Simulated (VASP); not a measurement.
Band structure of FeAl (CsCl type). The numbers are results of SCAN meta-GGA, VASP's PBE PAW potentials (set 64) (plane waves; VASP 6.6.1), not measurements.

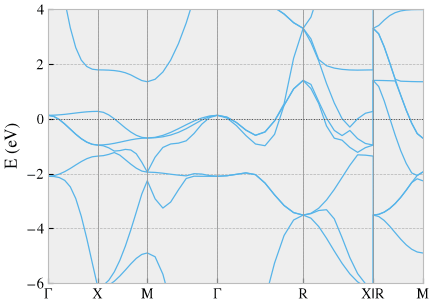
Figure: Bands along high-symmetry lines, zero at the valence-band maximum or, without a gap, the Fermi level

Problem. Read the plot: is there a gap, and where are the band edges?

Solution. It has no gap at this level: it comes out as a metal or semimetal.

The compound is FeAl in the CsCl type structure. It was relaxed first, which changed the volume by -8 %. The run is not spin-polarised, so no magnetic state was tried. The electron count is odd and the run is not spin-polarised, which forces a metal.
